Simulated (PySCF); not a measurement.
# C5H5ClN2 (SMILES Nc1cccnc1Cl): what the fields show

Input

```
{"job": {"xc": "WP04", "basis": "pcSseg-1", "solvent": "chloroform", "kind": "nmr", "pop": true}, "charge": 0, "multiplicity": 1}
N     -2.040098     0.648692    -0.198451
C     -0.757166     0.197819    -0.078129
C      0.348468     1.055604     0.021067
C      1.634294     0.531249     0.094730
C      1.802524    -0.850308     0.069265
N      0.762221    -1.678124    -0.018626
C     -0.442304    -1.183212    -0.087494
Cl    -1.777717    -2.312746    -0.187191
H     -2.775607    -0.030173    -0.050272
H     -2.239850     1.596715     0.086316
H      0.186503     2.136995     0.035239
H      2.498683     1.194340     0.171274
H      2.795660    -1.306363     0.124546
```

Command:

```sh
OMP_NUM_THREADS=1 python ens_run.py task.json out
```

Geometry: PBE0-D3(BJ)/def2-SVP.

Computed with WP04/pcSseg-1, SCF density, in a chloroform solvent model, non-relativistic in PySCF.

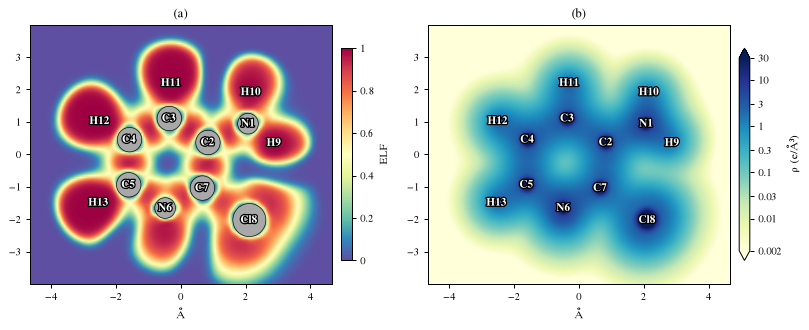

Figure 1. (a) electron localisation function; (b) total electron density on the plane of atoms C3, C2 and C7. Grey discs cover the atomic cores in the ELF map.

**What does the map show?**

- The section cuts through N, C, Cl and H sites.
- C–N (1.30 Å): ρ at the midpoint is about 2.6 e/Å³; the ELF peaks at about 0.90 between the atoms: a covalent bond.
- C–C (1.39 Å): ρ is about 2.1 e/Å³ halfway; the ELF peaks at about 0.95 between the atoms, as expected for a covalent bond.
- C–Cl (1.75 Å): ρ at the midpoint is about 1.4 e/Å³; the ELF peaks at about 0.90 between the atoms (a covalent bond).
- N–H (1.01 Å): the density is about 2.9 e/Å³ at the midpoint; the ELF climbs to about 1 towards the hydrogen, as it does in any bond to H; an ordinary covalent bond to hydrogen.
- C–N (1.37 Å): ρ is about 2.3 e/Å³ halfway; the ELF peaks at about 0.95 between the atoms: a covalent bond.
- The ELF also peaks beside Cl8 and N6, away from the bonds: lone-pair regions.

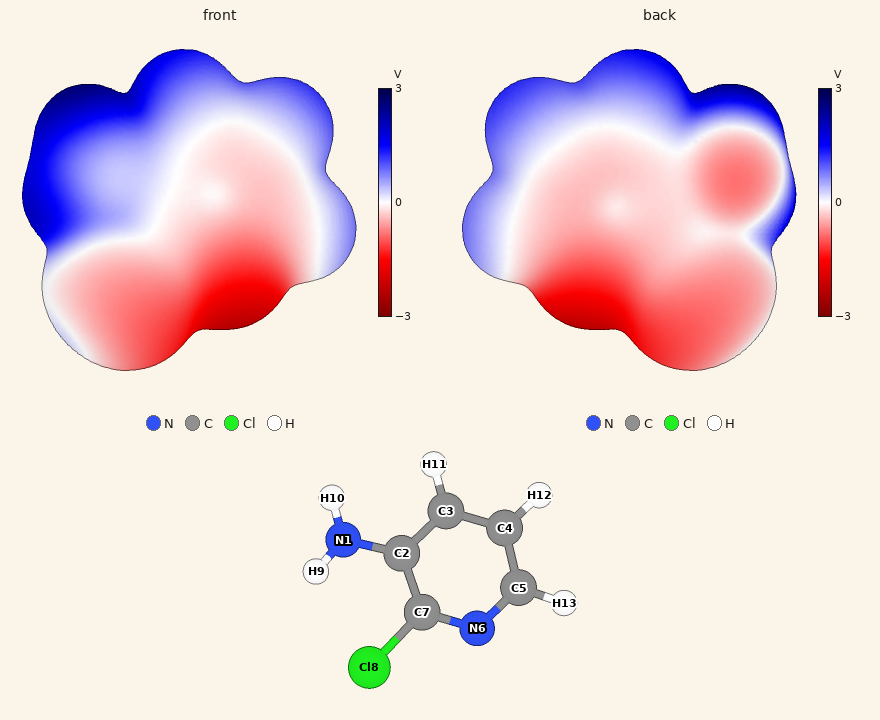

Figure 2. The molecular electrostatic potential painted on the density surface at 0.002 e/bohr³, seen from the front and from behind; the colour scale runs from red (negative) to blue (positive). The bare structure is drawn below in the same view.

**Which sites attract a positive test charge, and which a negative one?**

A positive charge is drawn to the negative regions and a negative charge to the positive ones. The most negative region (about −2.2 V) lies over N6, the most positive (about +2.6 V) over H10. Cl8 shows a σ-hole: about +0.2 V at the tip opposite its bond, against about −0.3 V on its flanks. N6 is the likeliest acceptor of a hydrogen bond.
